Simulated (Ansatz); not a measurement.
## TiSi16: molecular dynamics (part 3 of 3)

The same run, continued: TiSi16 (defect cell, 17 atoms in the cell); DFT PBE, scalar-relativistic, plane waves, PAW, PAW set soft_1, no spin polarisation (Ansatz 0.2.0); cutoff 420 eV, 2×2×2 k-mesh, Fermi–Dirac smearing of 0.05 eV. One setting was made poor on purpose. It belongs to a series of runs on one base structure; here: dynamics from the last frame of the run before.

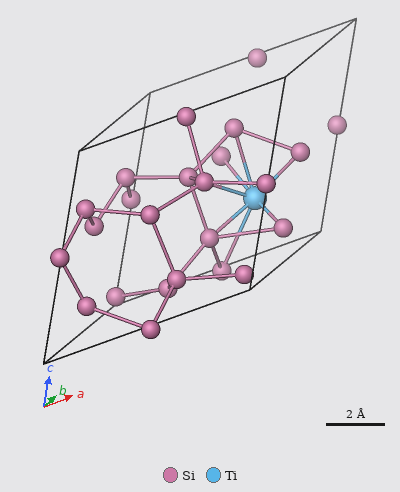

Figure 1. The geometry at step 127 of the log (ball-and-stick view of the cell of the calculation, seen slightly off an axis).

Trajectory as extended XYZ, continued
```
17
Lattice="0.0000 5.4300 5.4300 5.4300 0.0000 5.4300 5.4300 5.4300 0.0000" Properties=species:S:1:pos:R:3:forces:R:3 step=55 time_fs=110.0 energy=-12666.08387 temperature=1156.7
Si    0.8254   -0.3866   -0.0401   -1.0255  -0.5796   0.4577
Si    1.8056    1.5011    0.7794    0.3306   1.3771   0.3898
Si    3.3964    3.0413   -0.6226   -1.0606   0.1304   1.6144
Si    4.4213    3.9904    1.3124    0.5441   0.1078  -0.5585
Si    3.1145    0.1454    2.1638   -0.1752   1.5146   1.0276
Si    4.4261    1.1486    4.3248    0.6619  -0.0116  -0.9647
Si    5.8216    2.7736    2.8694   -3.4626  -0.6159   1.1685
Si    7.3153    4.2215    3.4822    0.4206   1.1901   1.9098
Si    0.2962    2.6242    2.4723   -1.1540  -1.5906  -1.6719
Si    2.0027    3.4205    3.6020    1.7996  -0.1962   2.1706
Si    2.7836    5.2979    2.4050    0.3249   0.1380  -0.4268
Si    4.1094    6.7188    3.6469    1.7609  -0.6252  -0.4524
Si    3.3204    2.5367    5.7564   -2.1836  -1.0270  -0.6404
Si    4.4620    4.3089    6.3780    1.2414  -0.8602  -0.1774
Si    5.7659    5.4908    4.9294    0.3640   1.0377  -0.3467
Si    6.6517    7.0267    6.7267    1.9437  -2.4103  -2.8028
Ti    5.7219    5.0234    8.3982   -0.3295   2.4196  -0.6970
17
Lattice="0.0000 5.4300 5.4300 5.4300 0.0000 5.4300 5.4300 5.4300 0.0000" Properties=species:S:1:pos:R:3:forces:R:3 step=73 time_fs=146.0 energy=-12665.75500 temperature=2204.0
Si    0.5839   -0.3945    0.1326    2.2575   2.1229  -2.6196
Si    1.7858    1.5777    1.0192   -0.6010  -1.6577   1.3616
Si    3.1089    2.9529   -0.2095   -0.9256  -0.4288  -2.2525
Si    4.4823    4.0173    1.2339   -1.2514  -0.8527   1.2933
Si    3.2988    0.1272    2.4855   -1.3942   0.6949  -0.4790
Si    4.2899    1.3499    4.2757    1.0747  -2.0375  -0.4156
Si    5.4191    2.6611    2.8539    1.9697   1.1369  -0.4996
Si    7.1011    4.3948    3.7377    0.4624  -1.9761   0.1066
Si    0.0292    2.6128    2.3295    1.8325  -2.0741   2.4829
Si    2.0730    3.5460    3.8585   -1.1362   0.6082  -0.3867
Si    2.9805    5.4781    2.2812   -1.3699  -2.8792  -1.7138
Si    3.9874    6.5292    3.7453    2.8519   3.8828   3.2009
Si    3.2222    2.5819    5.7808    0.1146   1.4777  -0.3361
Si    4.7346    4.1593    6.4698   -1.5947   1.3772  -1.8949
Si    5.8347    5.7448    5.0689   -1.3882  -0.8154  -1.1995
Si    6.9504    6.8891    6.5553   -0.7848   1.1364   1.9785
Ti    5.9080    5.3056    8.1863   -0.1180   0.2845   1.3723
17
Lattice="0.0000 5.4300 5.4300 5.4300 0.0000 5.4300 5.4300 5.4300 0.0000" Properties=species:S:1:pos:R:3:forces:R:3 step=91 time_fs=182.0 energy=-12663.84624 temperature=2063.5
Si    0.7416   -0.2844    0.1922   -1.1607  -2.1627  -2.1200
Si    1.4076    1.1972    1.6133    1.2764   2.4985  -0.9214
Si    3.0698    2.8537   -0.2683   -1.9016  -0.1398  -0.0340
Si    4.3811    3.8678    1.3199    2.9947  -1.3014  -3.5785
Si    3.1287    0.0701    2.4116    1.9809   0.3327  -0.4659
Si    4.5108    1.0848    4.1665   -1.7352  -0.4579   2.9802
Si    5.3109    2.6512    2.8445    3.2575   0.6607  -0.0452
Si    7.1516    4.3074    3.5676   -1.5959  -2.2540   2.2319
Si   -0.0230    2.7361    2.4136    1.1267   1.0147   0.8829
Si    1.9938    3.5716    4.0057   -2.1201   1.9225  -1.4323
Si    2.9621    5.1543    1.9928   -3.4646   3.9152   3.3045
Si    4.1475    6.8522    3.7394   -1.9693  -0.4495  -1.2866
Si    3.5737    2.7626    5.3634   -1.5100  -1.8670   0.3655
Si    4.6764    4.3867    6.3025   -0.5257   0.1392   1.1491
Si    5.6580    5.7260    4.8350    2.6515   0.0268  -0.1474
Si    6.9572    7.0361    6.3587    0.5550   0.2703   0.4139
Ti    5.8577    5.5201    8.1533    2.1394  -2.1470  -1.2977
17
Lattice="0.0000 5.4300 5.4300 5.4300 0.0000 5.4300 5.4300 5.4300 0.0000" Properties=species:S:1:pos:R:3:forces:R:3 step=109 time_fs=218.0 energy=-12664.81693 temperature=3245.7
Si    0.8870   -0.3172    0.0775   -0.0012   0.7506   1.0207
Si    1.5014    1.4703    1.5200    1.6140   0.5441  -1.3776
Si    2.8292    2.9118   -0.3788    0.7171  -2.0800   1.6216
Si    4.6396    3.7614    0.9243   -1.9174   1.1796  -0.6949
Si    3.5629    0.4837    2.2730   -3.1891   0.6184   1.3275
Si    4.6828    0.8856    4.5000   -0.9754   0.9522  -0.9302
Si    5.6266    2.6569    2.5678   -0.1084  -0.7438   1.4856
Si    7.2643    4.0665    3.4435   -0.2091   1.9828  -0.3551
Si    0.0764    2.8750    2.7085   -0.9623  -0.9831  -0.2726
Si    1.7800    3.7546    3.9765    1.4492  -0.1154  -0.8031
Si    2.7199    5.5798    2.1860    2.2218  -2.3451  -1.2764
Si    3.9086    6.5564    3.7017    2.1497   2.1599   2.1057
Si    3.4945    2.7126    5.3212   -0.5098   0.1828  -0.0719
Si    4.5893    4.5800    6.2742   -1.9358  -3.3775  -1.3144
Si    5.9356    5.6174    4.8675    0.8612   1.0672  -1.1642
Si    7.0094    7.2523    6.3826    0.1642  -0.5190  -1.1664
Ti    5.8796    5.4681    7.9166    0.6305   0.7271   1.8716
17
Lattice="0.0000 5.4300 5.4300 5.4300 0.0000 5.4300 5.4300 5.4300 0.0000" Properties=species:S:1:pos:R:3:forces:R:3 step=127 time_fs=254.0 energy=-12665.67255 temperature=1565.2
Si    1.0823   -0.1051    0.2741   -0.9491  -1.0856  -0.3916
Si    1.8532    1.6771    1.5147   -2.4074  -0.4693   2.3610
Si    2.5801    2.7679   -0.1580    0.7714   1.9886  -1.9768
Si    4.3334    3.9364    0.8939    0.8454   0.8326   0.6829
Si    3.6139    0.6999    2.4977   -1.3056  -1.0057  -0.4662
Si    4.6305    0.8087    4.5805    0.1092  -0.0544   0.8944
Si    5.5716    2.6783    2.6754   -1.1166  -0.3857  -1.4023
Si    6.9574    4.1331    3.6400    1.2856   0.9682   0.1857
Si   -0.0294    2.6895    2.9014    0.9500   0.6699  -1.2842
Si    1.7493    3.8963    3.9448    0.2852   0.3162  -0.3071
Si    2.9553    5.3281    2.2400   -0.0597   0.5957   0.3959
Si    3.8217    6.7690    4.0166    1.0934  -1.2936  -1.0963
Si    3.2724    2.5666    5.1221    2.4192   1.7052  -0.6148
Si    4.6187    4.2307    6.3707   -1.1522  -1.1318   0.5959
Si    5.7655    5.6313    4.9059   -0.1100   1.3335   0.9298
Si    7.0561    7.3316    6.2903   -2.5795  -2.3057   1.7837
Ti    5.8567    5.6174    7.9472    1.9348  -0.6831  -0.2887
17
Lattice="0.0000 5.4300 5.4300 5.4300 0.0000 5.4300 5.4300 5.4300 0.0000" Properties=species:S:1:pos:R:3:forces:R:3 step=145 time_fs=290.0 energy=-12664.54457 temperature=1396.6
Si    1.0681   -0.3132    0.6093    0.0181   0.1790  -0.3204
Si    1.5684    1.9515    1.8619    3.2845  -1.6464  -4.2563
Si    2.6336    2.8952   -0.3283   -0.0495  -0.5492   1.2359
Si    4.3973    3.8864    0.9533   -0.4522   0.6739   0.2530
Si    3.2809    0.6531    2.6333    0.3235  -1.9699   0.4984
Si    4.5544    0.5078    4.7550   -0.3425   0.7649   0.1706
Si    5.2616    2.4923    2.6570   -0.2513   0.9038   1.3202
Si    7.0093    4.2450    3.5580   -0.8134   1.1590  -0.3359
Si    0.0515    2.7254    2.9970   -3.5644   1.3101   1.8462
Si    1.8086    3.7366    4.0613    0.5053   1.2217   0.1309
Si    3.0528    5.4803    2.2128   -1.2219  -1.2132  -1.2659
Si    3.8085    6.6548    3.8830   -1.1300   2.5232   0.1687
Si    3.6342    2.7498    5.1016   -1.0776  -2.2485  -1.0094
Si    4.5565    4.0459    6.5499    0.3878   1.9743   1.3374
Si    5.3970    5.6858    4.8931    3.7213  -1.6743   2.3280
Si    6.8872    7.2949    6.5971    1.0631  -0.9042  -1.5211
Ti    5.8647    5.4640    8.0924   -0.4020  -0.5038  -0.5813
17
Lattice="0.0000 5.4300 5.4300 5.4300 0.0000 5.4300 5.4300 5.4300 0.0000" Properties=species:S:1:pos:R:3:forces:R:3 step=164 time_fs=328.0 energy=-12665.60868 temperature=2539.5
Si    1.2247   -0.1001    0.5838    0.8157  -1.9096   0.5584
Si    1.5658    1.9331    1.5586    0.8332  -0.2184   0.6767
Si    2.7128    2.9596   -0.2149   -0.3612   0.8059   0.0412
Si    4.4560    3.8944    1.1392   -0.5606   1.3931  -0.4296
Si    3.4989    0.3888    2.5953   -2.8141   0.0870   0.2331
Si    4.9172    0.3237    4.7132   -2.0640   0.8601  -0.1943
Si    5.4837    2.5829    2.7733   -0.2010   0.1730   1.0554
Si    6.9324    4.4061    3.6575    0.2454   0.0976   0.5163
Si   -0.0169    2.8088    3.1481    1.2705  -0.2000  -0.8035
Si    1.8223    3.7975    4.1773    0.5721   0.8731   0.0151
Si    2.9466    5.6105    2.1667    0.4426  -1.3511   0.1933
Si    3.8030    6.8764    3.8723    0.5752  -1.5232   1.5456
Si    3.7282    2.4554    4.7457    0.3308  -0.1872   0.2947
Si    4.2066    3.6958    6.7837   -0.3099   0.9673  -1.0570
Si    5.4999    5.5134    5.3755   -0.5833  -0.0750  -1.2666
Si    6.8782    7.0763    6.5681    0.6530   0.3960  -1.3362
Ti    5.7833    5.2830    7.9485    1.1631  -0.1935  -0.0435
17
Lattice="0.0000 5.4300 5.4300 5.4300 0.0000 5.4300 5.4300 5.4300 0.0000" Properties=species:S:1:pos:R:3:forces:R:3 step=182 time_fs=364.0 energy=-12663.68063 temperature=1567.8
Si    1.1525   -0.2003    0.5456    1.1874  -0.8543   1.2355
Si    1.6984    1.6066    1.6845   -0.1764   2.3496  -1.0611
Si    2.6994    2.8789   -0.0573    1.0862   0.6539   0.7652
Si    4.6526    4.2433    1.2700   -2.0852  -1.0773  -0.2123
Si    3.2075    0.2566    2.4330    0.6480  -1.9075   1.8111
Si    5.0051    0.5044    4.6185   -0.9651  -1.0167   1.8338
Si    5.9083    2.9644    2.8303   -2.1732  -1.7340  -0.7728
Si    7.0726    4.4636    3.9310    1.5366   0.8201   0.3752
Si    0.2004    2.5892    3.0129   -1.4699   1.4045   0.4122
Si    1.8481    4.2240    4.1064    0.3896  -2.1176  -0.4178
Si    2.7401    5.3608    2.2932    2.3404   0.0855   0.6605
Si    3.8275    6.6269    4.1481   -1.3463   1.8004  -2.2584
Si    3.8342    2.2476    4.6231   -2.1066   3.6237   0.2153
Si    4.3160    3.9197    6.3693    0.3377  -0.4158   0.7451
Si    5.4407    5.6275    5.1159    2.4545  -0.9030   2.5914
Si    6.9819    6.9913    6.6795    0.0065   0.9286  -1.6755
Ti    5.6552    5.3963    8.0339    0.3413  -1.6335  -4.2468
17
Lattice="0.0000 5.4300 5.4300 5.4300 0.0000 5.4300 5.4300 5.4300 0.0000" Properties=species:S:1:pos:R:3:forces:R:3 step=200 time_fs=400.0 energy=-12663.11662 temperature=1780.7
Si    1.1329   -0.3794    0.3473    0.2628  -0.6143  -0.2669
Si    1.7946    1.3912    1.5516   -1.3632   1.1929   1.5961
Si    2.8095    2.8088    0.1749    1.2587   1.8181  -1.8293
Si    4.4834    4.5099    1.2139    0.3547  -2.7487  -0.3601
Si    3.2383   -0.0942    2.5667   -1.4686   0.8986   0.9272
Si    4.7137    0.7191    4.8119   -0.6292  -0.1761  -1.0818
Si    5.6473    3.0864    2.9544   -0.0587   0.0800  -0.4340
Si    7.1739    4.7230    4.1491    1.7564  -4.3785  -1.1768
Si   -0.0606    2.8155    2.8809    0.7402  -0.9070  -0.4110
Si    2.2322    4.1326    4.0094   -3.8088   2.9408  -2.5195
Si    2.7476    5.4792    2.1150   -1.3068   1.4374   0.7565
Si    3.6979    6.7696    3.8209    1.3567   0.6789   1.1705
Si    3.5514    2.7383    4.6543    3.6093  -2.9915   1.7954
Si    4.3568    4.2161    6.3083   -0.1979  -1.3953  -1.5337
Si    5.7898    5.8827    5.1462   -3.8666   2.1765   1.3368
Si    7.2127    7.3200    6.2373   -0.4177   0.4894   1.3256
Ti    5.5260    5.2401    7.9916    3.7786   1.4987   0.7050
```

The run was set up as follows.

The input
```yaml
crystal:
  lattice:
    - [0.0, 5.43, 5.43]
    - [5.43, 0.0, 5.43]
    - [5.43, 5.43, 0.0]
  atoms:
    - { symbol: Si, position: [-0.03638186, 0.08390786, -0.0401731] }
    - { symbol: Si, position: [0.04488444, 0.11179292, 0.2382009] }
    - { symbol: Si, position: [-0.05468351, -0.04112828, 0.55940333] }
    - { symbol: Si, position: [0.12597698, 0.14626407, 0.58183717] }
    - { symbol: Si, position: [-0.02458622, 0.4585425, 0.04439389] }
    - { symbol: Si, position: [0.09701192, 0.66585993, 0.09366577] }
    - { symbol: Si, position: [-0.04911085, 0.52701525, 0.49029217] }
    - { symbol: Si, position: [0.06567856, 0.57431555, 0.68268801] }
    - { symbol: Si, position: [0.44131274, -0.0534473, 0.14376198] }
    - { symbol: Si, position: [0.57071863, 0.23587053, 0.1540452] }
    - { symbol: Si, position: [0.47656532, 0.03074628, 0.50799488] }
    - { symbol: Si, position: [0.56918033, 0.07719374, 0.71888469] }
    - { symbol: Si, position: [0.46412456, 0.622517, -0.01729882] }
    - { symbol: Si, position: [0.5970811, 0.53341278, 0.22496597] }
    - { symbol: Si, position: [0.43586928, 0.47452259, 0.56669493] }
    - { symbol: Si, position: [0.56610774, 0.66378682, 0.64112715] }
    - { symbol: Ti, position: [0.72744313, 0.83590549, 0.25445592] }
basis:
  ecutwfc: 420.0
kpoints:
  mp_grid: { grid: [2, 2, 2] }
hamiltonian:
  xc: pbe
  pseudopotentials: { kind: paw, azcp: { folder: soft_1 } }
scf:
  occupations: { method: fermi_dirac, width: 0.05 }
  lower_state_search: "off"
  convergence: { dr2_threshold: 0.001 }
  max_iter: 59
md:
  timestep: 2
  n_steps: 200
  ensemble: nvt_langevin
  temperature: 2100.0
  initial_velocities: maxwell_boltzmann
  seed: 511418
  friction: 0.05
```

Command:
```bash
ansatz run input.yaml --threads 1 --pin off --max-ram 3072MiB --backend cpu --events-out ev --progress --plain --runs-dir out
```

Key numbers

```csv
quantity,value
outcome,finished
mean temperature over the second half,2025 K
trajectory,"200 steps, 400 fs"
ensemble,nvt_langevin
temperature in the input,2100.0 K
time step,2 fs
electrons treated,76
potential energy (free energy of the electrons) (last step),−12663.1166 eV
Fermi energy (last step),7.333 eV
largest force (length of the vector) (last step),5.432 eV/Å
hardware,"1 thread of Intel Xeon (Sapphire Rapids), 64 GiB of memory available, shared host"
wall time,12 min
peak memory,0.71 GiB
```

Remarks

The program warns: the SCF threshold is loose for the printed forces. A deliberately poor setting: loose scf. The k-point mesh is coarse for a cell of this size, so the results may not be converged. So short a trajectory is not equilibrated. The logged temperature at the start can lie below the typed one, since it is counted over all degrees of freedom.
